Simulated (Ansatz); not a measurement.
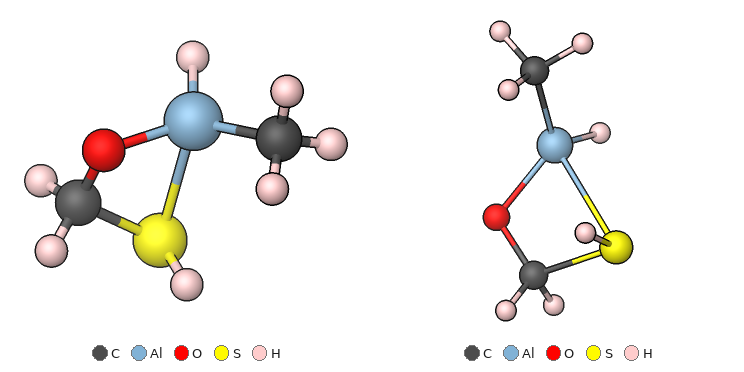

Two views of one molecule.

The computed structure is the end point of a PBE0-D4/def2-TZVP optimisation.

Identify the structure.

The molecule is C₂H₇AlOS. This geometry has C1 symmetry. Coordination, clear cases only: 2 C tetrahedral; 1 O bent; 1 S trigonal pyramidal.

More results for the same structure follow; atom numbers are the same in all pictures, views and colours differ.

### Geometry

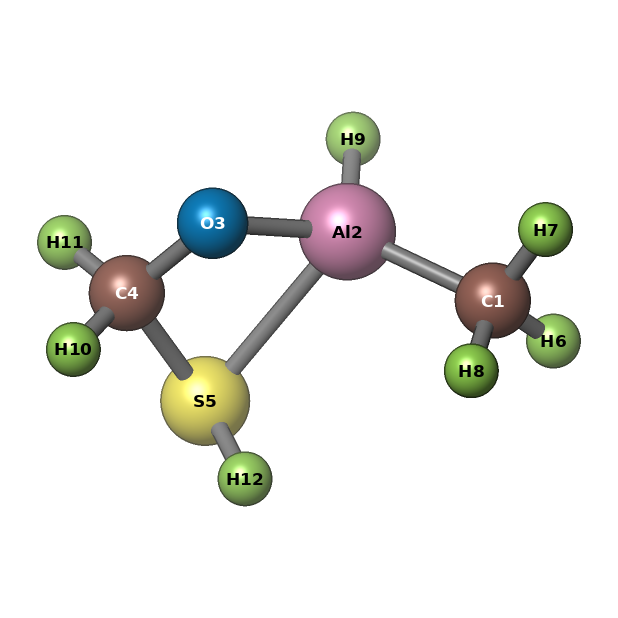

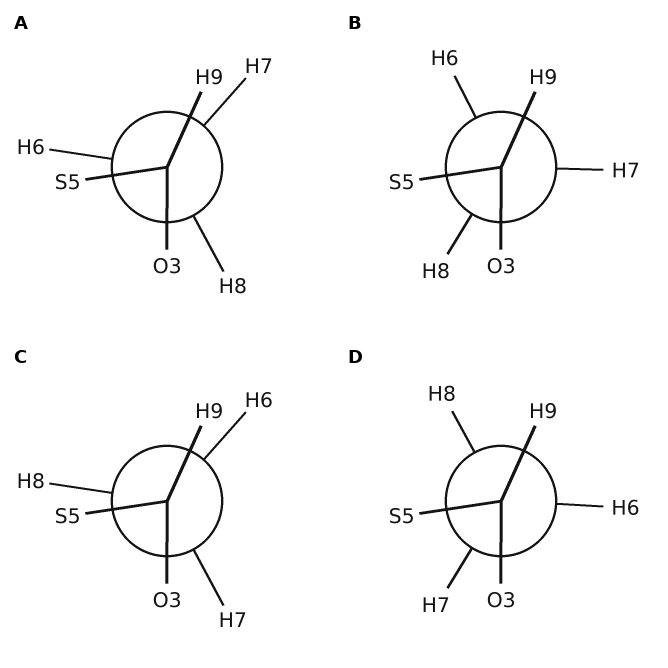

Depth is shown by fading: the farther an atom, the more it takes the colour of the background. Bonds that would overlap in a projection are set slightly apart.

**Which Newman projection shows the view along Al2–C1, with Al2 in front?**

B. The torsion angle S5–Al2–C1–H6 is 72°, synclinal (gauche).

### Vibrations

Harmonic vibrations computed with RKS PBE0-D4/def2-TZVP (Ansatz 0.2.0) at a stationary point of the same level.

**How many vibrational modes are there, and where do they lie?**

30 modes: 74, 83, 120, 200, 213, 371, 443, 535, 558, 589, 647, 676, 701, 751, 769, 1039, 1174, 1219, 1235, 1320, 1441, 1443, 1503, 1903, 2699, 3013, 3034, 3077, 3109, 3123 cm⁻¹.

### Thermal motion

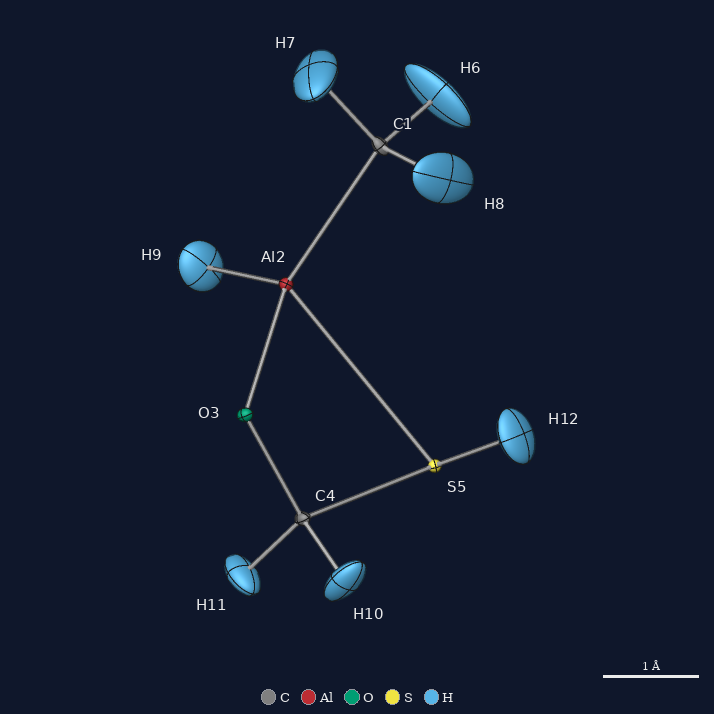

Displacement ellipsoids at the 50 % level, from the internal vibrations of the free molecule (harmonic, no overall translation or rotation; no half-axis is drawn under 0.075 Å). Vibrations computed with RKS PBE0-D4/def2-TZVP (Ansatz 0.2.0). Temperature: 0 K (zero-point motion alone).

**Which atom moves most?**

H7, with U_eq = 0.0418 Å².

**Does H6 move more along its bond or across it?**

Across it: the root-mean-square amplitude is 0.088 Å along the bond and up to 0.301 Å across, since bending and torsion are softer than stretching.

List U_eq and the three principal root-mean-square amplitudes for each kind of atom.

```csv
atom,U_eq (Å²),rms amplitudes (Å)
C1,0.0033,"0.038, 0.053, 0.076"
Al2,0.0014,"0.030, 0.036, 0.046"
O3,0.0023,"0.036, 0.042, 0.061"
C4,0.0027,"0.040, 0.044, 0.068"
S5,0.00099,"0.021, 0.026, 0.043"
H6,0.0416,"0.086, 0.163, 0.301"
H7,0.0418,"0.099, 0.167, 0.296"
H8,0.0386,"0.084, 0.176, 0.279"
H9,0.0247,"0.099, 0.167, 0.191"
H10,0.0199,"0.084, 0.120, 0.196"
H11,0.0197,"0.086, 0.123, 0.191"
H12,0.0237,"0.081, 0.157, 0.199"
```

### Electronic properties

Level of theory: RKS PBE0-D4/def2-TZVPP (Ansatz 0.2.0).

Computed properties:

- HOMO energy (Kohn–Sham orbital): −7.40 eV
- LUMO energy (Kohn–Sham orbital): −0.48 eV
- HOMO–LUMO gap: 6.92 eV
- dispersion correction: −22.2 kJ/mol

### Dipole moment

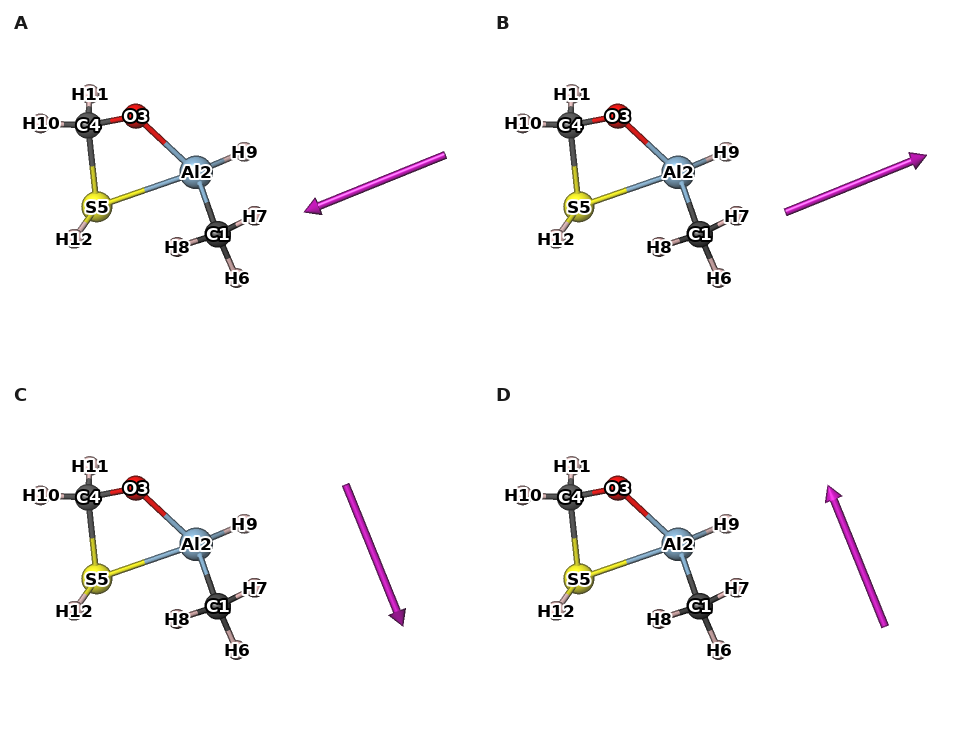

The same molecule four times, each with an arrow. Properties computed with RKS PBE-D4/def2-TZVPP (Ansatz 0.2.0).

**Which arrow points along the dipole moment, from the negative to the positive end?**

A. The dipole moment is 2.29 D; it points from the side of H7, H9 to the side of H12 (the outermost atoms at the two ends).
